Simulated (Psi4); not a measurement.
**A workflow on InPH6 (SMILES [PH3+][InH3-])**

Aim: a geometry optimisation (singlet InPH6, wB97X-D/def2-SVPD), then a single-point energy (doublet [InPH6]+, U-wB97X-D/def2-SVPD), then a geometry optimisation (doublet [InPH6]+, U-wB97X-D/def2-SVPD) of H6InP. 

Program for the calculation: Psi4 1.11.

**1. The structure to begin with**

InPH6: 8 atoms, total charge 0, spin state singlet. As SMILES, `[PH3+][InH3-]`. The coordinates come from a PBE0-D4/def2-TZVP relaxation. The run starts from this shape.

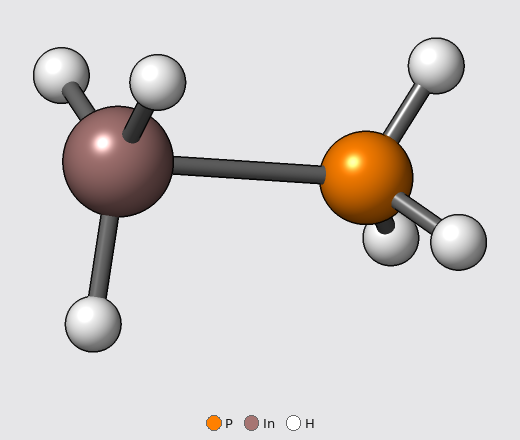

The structure, seen from a chosen angle (phosphorus orange, indium brown, hydrogen white).

**2. A geometry optimisation at wB97X-D/def2-SVPD (density fitting, core potential) (run 1)**

Contents of input.in:

```
memory 1.6 GB

molecule m {
  P     -0.593300     0.062600    -1.026600
  In     0.822000    -0.099900     1.362800
  H     -1.997500    -0.077200    -1.021800
  H     -0.318900    -0.855700    -2.062100
  H     -0.526800     1.240500    -1.800800
  H      0.023300     1.240800     2.111900
  H      2.376100     0.140700     0.638900
  H      0.307400    -1.708800     1.741800
  symmetry c1
}

set globals {
  basis     def2-SVPD
  reference rks
}

optimize("wb97x-d")
```

Started as:

```bash
$ psi4 -n 1 input.in input.out
```

input.out:

```text
[...]
    !!!  WARNING: ECP capability is in beta. Please check occupations closely.  !!!
[...]
  Running in c1 symmetry.
[...]
  Nuclear repulsion =  114.498465873388241
[...]
  Multiplicity = 1
[...]
  Nalpha       = 21
  Nbeta        = 21
[...]
    Number of basis functions: 104
[...]
   @DF-RKS iter   1:  -534.87099482365591   -1.02138e+00   3.98873e-03 ADIIS/DIIS
[...]
   @DF-RKS iter   5:  -535.00516726426667   -4.54747e-11   9.97366e-09 DIIS
[...]
    Orbital Energies [Eh]
    ---------------------
    Doubly Occupied:
       1A    -77.267814     2A     -6.722084     3A     -4.873807
       4A     -4.873807     5A     -4.870023     6A     -4.757074
       7A     -3.163091     8A     -3.152467     9A     -3.152461
      10A     -0.837875    11A     -0.829583    12A     -0.829569
      13A     -0.826712    14A     -0.826702    15A     -0.781545
      16A     -0.511703    17A     -0.511629    18A     -0.510921
      19A     -0.387520    20A     -0.347672    21A     -0.347645
[...]
  @DF-RKS Final Energy:  -535.00516726426667
   => Energetics <=
    Nuclear Repulsion Energy =            111.5942468186801335
    One-Electron Energy =               -1032.4545798492940776
    Two-Electron Energy =                 415.4959554760707192
    DFT Exchange-Correlation Energy =     -29.6387756214660456
    Empirical Dispersion Energy =          -0.0020140882574217
    VV10 Nonlocal Energy =                  0.0000000000000000
    Total Energy =                       -535.0051672642666745
[...]
 Multipole Moments:
 ------------------------------------------------------------------------------------
     Multipole            Electronic (a.u.)      Nuclear  (a.u.)        Total (a.u.)
 ------------------------------------------------------------------------------------
 L = 1.  Multiply by 2.5417464519 to convert [e a0] to [Debye]
 Dipole X            :         24.3746870          -25.0892157           -0.7145286
 Dipole Y            :         -2.7947783            2.8763168            0.0815385
 Dipole Z            :         41.2029525          -42.4108448           -1.2078923
 Magnitude           :                                                    1.4057751
[...]
  -Total Gradient:
     Atom            X                  Y                   Z
    ------   -----------------  -----------------  -----------------
       1       -0.000010927322     0.000042664071    -0.000133869184
       2       -0.000117724067    -0.000055243607    -0.000081267132
       3       -0.000051892462     0.000003966222    -0.000079276522
       4       -0.000060981924    -0.000030725914    -0.000117029937
       5       -0.000098325528    -0.000008272048    -0.000085756518
       6       -0.000169434384    -0.000012930054    -0.000124425804
       7       -0.000048781140    -0.000009898469    -0.000108217670
       8       -0.000050805123     0.000010039954    -0.000063512396
[...]
    Final optimized geometry and variables:
    Molecular point group: c1
    Full point group: C1
    Geometry (in Angstrom), charge = 0, multiplicity = 1:
    P           -1.136085728324     0.130341240625    -1.920612727799
    IN           0.334914608532    -0.038412096324     0.566169184941
    H           -2.545579120854    -0.014588216409    -1.914957677527
    H           -0.860707601725    -0.787634727346    -2.964357861253
    H           -1.076111232377     1.314935584336    -2.695670058320
    H           -0.475350657483     1.310387327547     1.298555158762
    H            1.884431642052     0.200668080225    -0.178081808727
    H           -0.195245046651    -1.650151317498     0.931297707724
    Psi4 run time: 0:04:37.39
[...]
```

The script printed:

```text
Optimizer: Optimization complete!
```

It took 4.7 min on 1 thread of Intel Xeon Platinum 8259CL at 2.50GHz (Skylake/Cascade Lake), shared host; peak memory 0.86 GiB.

Step by step:

| step | energy from the first frame kept (eV) | largest force (eV/Å) |
| --- | --- | --- |
| 0 | 0.0000 | 0.2154 |
| 1 | -0.0070 | 0.1781 |
| 2 | -0.0076 | 0.0679 |
| 3 | -0.0065 | 0.0197 |
| 4 | -0.0064 | 0.0161 |
| 5 | -0.0066 | 0.0136 |
| 6 | -0.0064 | 0.0119 |
| 7 | -0.0066 | 0.0139 |
| 8 | -0.0057 | 0.1190 |
| 9 | -0.0064 | 0.0635 |
| 10 | -0.0065 | 0.0124 |
| 11 | -0.0065 | 0.0143 |
| 12 | -0.0067 | 0.0122 |
| 13 | -0.0062 | 0.0105 |
| 14 | -0.0067 | 0.0151 |
| 15 | -0.0066 | 0.0120 |
| 16 | -0.0067 | 0.0112 |
| 17 | -0.0065 | 0.0159 |
| 18 | -0.0061 | 0.0548 |
| 19 | -0.0066 | 0.0200 |
| 20 | -0.0063 | 0.0109 |
| 21 | -0.0063 | 0.0142 |
| 22 | -0.0061 | 0.0117 |
| 23 | -0.0063 | 0.0104 |
| 24 | -0.0062 | 0.0108 |

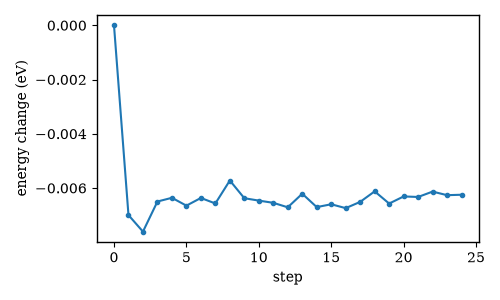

Energy along the run.

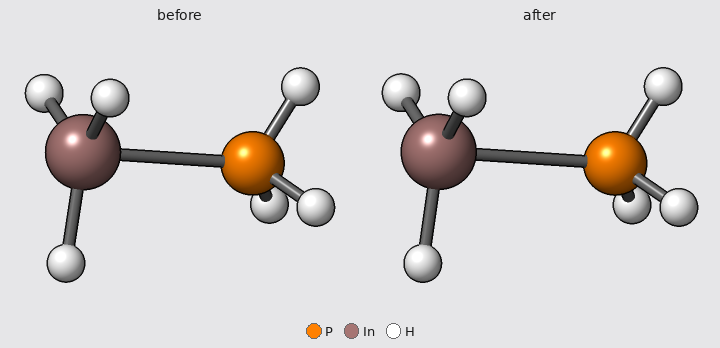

Before and after, at one scale.

After the run. Bond lengths: P1–In2 2.894 Å, P1–H3 1.417 Å, P1–H4 1.417 Å, P1–H5 1.417 Å, In2–H6 1.736 Å, In2–H7 1.736 Å, In2–H8 1.736 Å. Some angles: P1–In2–H6 94.6°, P1–In2–H7 94.4°, P1–In2–H8 94.6°, In2–P1–H3 119.7°, In2–P1–H4 119.8°, In2–P1–H5 119.8°, H6–In2–H7 119.4°, H6–In2–H8 119.4°, H7–In2–H8 119.4°, H3–P1–H4 97.5°.

**3. The doublet cation: a single-point energy at U-wB97X-D/def2-SVPD (density fitting, core potential) (run 2)**

Contents of job.inp:

```
memory 1.6 GB

molecule system {
  1 2
  P
  In 1 2.894201
  H 1 1.416936 2 119.74859
  H 1 1.417011 3 97.46928 2 130.65559
  H 1 1.416889 3 97.45829 4 98.61951
  H 2 1.735564 1 94.58765 5 59.50124
  H 2 1.735532 6 119.38831 1 97.71107
  H 2 1.735538 7 119.39851 6 -164.41842
  symmetry c1
}

set globals {
  reference uks
}

E = energy("wb97x-d/def2-SVPD")
print_variables()
```

Started as:

```bash
$ psi4 -n 1 job.inp job.out
```

job.out:

```text
[...]
    !!!  WARNING: ECP capability is in beta. Please check occupations closely.  !!!
[...]
  Running in c1 symmetry.
[...]
  Nuclear repulsion =  111.594256794241346
[...]
  Multiplicity = 2
[...]
  Nalpha       = 21
  Nbeta        = 20
[...]
    Number of basis functions: 104
[...]
   @DF-UKS iter   1:  -534.48857777651733   -6.78642e-01   3.53523e-03 DIIS/ADIIS
[...]
   @DF-UKS iter  17:  -534.60511377374678   -1.88950e-08   4.63472e-07 DIIS
[...]
   @S^2 Observed:                7.552538243E-01
[...]
    Orbital Energies [Eh]
    ---------------------
    Alpha Occupied:
       1A    -77.562485     2A     -7.012904     3A     -5.168636
       4A     -5.162179     5A     -5.162177     6A     -4.961197
       7A     -3.370145     8A     -3.354931     9A     -3.354913
      10A     -1.054411    11A     -1.036504    12A     -1.034149
      13A     -1.034124    14A     -1.027738    15A     -1.027726
      16A     -0.755620    17A     -0.755530    18A     -0.738258
      19A     -0.642498    20A     -0.535814    21A     -0.535707
    Alpha Virtual:
      22A     -0.165787    23A     -0.165776    24A     -0.147861
      25A     -0.105717    26A     -0.077554    27A     -0.063534
[...]
  @DF-UKS Final Energy:  -534.60511377374678
   => Energetics <=
    Nuclear Repulsion Energy =            111.5942567942413461
    One-Electron Energy =               -1022.7305733597678454
    Two-Electron Energy =                 406.0090584188493494
    DFT Exchange-Correlation Energy =     -29.4758415384119026
    Empirical Dispersion Energy =          -0.0020140886576695
    VV10 Nonlocal Energy =                  0.0000000000000000
    Total Energy =                       -534.6051137737467798
[...]
 Multipole Moments:
 ------------------------------------------------------------------------------------
     Multipole            Electronic (a.u.)      Nuclear  (a.u.)        Total (a.u.)
 ------------------------------------------------------------------------------------
 L = 1.  Multiply by 2.5417464519 to convert [e a0] to [Debye]
 Dipole X            :          0.0012029           -0.0014635           -0.0002606
 Dipole Y            :         -0.0003328            0.0019868            0.0016539
 Dipole Z            :         45.8958157          -49.3601106           -3.4642949
 Magnitude           :                                                    3.4642953
[...]
```

It took 22 s on 1 thread of Intel Xeon Platinum 8259CL at 2.50GHz (Skylake/Cascade Lake), shared host; peak memory 0.79 GiB.

**4. The doublet cation: a geometry optimisation at U-wB97X-D/def2-SVPD (density fitting) (run 3)**

Contents of h6inp.py:

```python
import psi4

psi4.set_memory(1600000000)
psi4.set_num_threads(1)
psi4.set_output_file('run.log', False)

molecule = psi4.geometry("""
1 2
P     -0.636254     0.067417    -1.101797
In     0.834747    -0.101337     1.384984
H     -2.045747    -0.077513    -1.096142
H     -0.360875    -0.850559    -2.145543
H     -0.576279     1.252011    -1.876855
H      0.024481     1.247463     2.117370
H      2.384264     0.137743     0.640733
H      0.304587    -1.713076     1.750113
symmetry c1
""")

psi4.set_options({
    'basis': 'def2-SVPD',
    'reference': 'uks',
    'geom_maxiter': 50,
})

result, w = psi4.optimize("wb97x-d", molecule=molecule, return_wfn=True)
print(f'total energy {result:.8f} hartree = {result * 27.211386:.5f} eV')
molecule.save_xyz_file('final.xyz', False)
```

Started as:

```bash
$ python h6inp.py
```

run.log:

```text
-----------------------------------------

    			 OPTKING 3.0: for geometry optimizations

    			        with contributions from

    			-----------------------------------------

[... 156 lines left out ...]
    Weights Tolerance      =       1.00E-15
[... 37 lines left out ...]
   @DF-UKS iter   8:  -534.69105691210427   -4.77485e-12   4.57591e-09 DIIS
[... 11 lines left out ...]
   @S^2 Observed:                7.551868876E-01
[... 49 lines left out ...]
  @DF-UKS Final Energy:  -534.69105691210427
[... 6 lines left out ...]
    DFT Exchange-Correlation Energy =     -29.5020408253106972
[... 26 lines left out ...]
 Dipole X            :         38.7594401          -40.2385345           -1.4790943
[... 92 lines left out ...]
	                                 ==> Convergence Check <==
[... 78 lines left out ...]
    Weights Tolerance      =       1.00E-15
[... 1 line left out ...]
   => Auxiliary Basis Set <=

  Basis Set: (DEF2-SVPD AUX)
    Blend: DEF2-UNIVERSAL-JKFIT
    Number of shells: 120
    Number of basis functions: 454
    Number of Cartesian functions: 584
    Spherical Harmonics?: true
    Max angular momentum: 5

  Cached 100.0% of DFT collocation blocks in 0.431 [GiB].

  Minimum eigenvalue in the overlap matrix is 4.6886692095E-04.
  Reciprocal condition number of the overlap matrix is 6.9304467881E-05.
    Using symmetric orthogonalization.

  ==> Iterations <==

                           Total Energy        Delta E     RMS |[F,P]|

   @DF-UKS iter   0:  -534.69106467467907   -5.34691e+02   1.16110e-05
   @DF-UKS iter   1:  -534.69105761890717    7.05577e-06   9.83547e-07 DIIS
   @DF-UKS iter   2:  -534.69105764047947   -2.15723e-08   3.55526e-07 DIIS
   @DF-UKS iter   3:  -534.69105764444794   -3.96847e-09   1.18480e-07 DIIS
   @DF-UKS iter   4:  -534.69105764476728   -3.19346e-10   4.07689e-08 DIIS
   @DF-UKS iter   5:  -534.69105764483254   -6.52562e-11   1.75629e-08 DIIS

[set-up sections that repeat, and orbital energies of the middle runs, are left out above]
```

Standard output:

```text
Interior angle of   0.4 for bend B((0, 1, 5)) can't work in good torsion
```

Run time: 14 min. Hardware: 1 thread of Intel Xeon Platinum 8259CL at 2.50GHz (Skylake/Cascade Lake), shared host.

The run was cut off at its time limit.

**5. Summary of results**

```
                                                 quantity                value
        run 1, wB97X-D/def2-SVPD: total energy at the end        -535.00517 Eh
                  run 1, wB97X-D/def2-SVPD: dipole moment               3.57 D
                    run 1, wB97X-D/def2-SVPD: HOMO energy             -9.46 eV
                    run 1, wB97X-D/def2-SVPD: LUMO energy              1.02 eV
                  run 1, wB97X-D/def2-SVPD: HOMO–LUMO gap             10.48 eV
              run 1, wB97X-D/def2-SVPD: dispersion energy         -5.29 kJ/mol
                      doublet cation, run 2: total energy        -534.60511 Eh
doublet cation, run 2: HOMO energy (highest over α and β)            -14.27 eV
 doublet cation, run 2: LUMO energy (lowest over α and β)            -11.18 eV
                 doublet cation, run 2: dispersion energy         -5.29 kJ/mol
                              doublet cation, run 2: ⟨S²⟩                0.755
                                    doublet cation, run 3  no result (timeout)
```

In words: The optimisation (run 1, wB97X-D/def2-SVPD) took 25 steps and changed the energy by -0.006 eV. 1 of the 3 runs did not end normally.
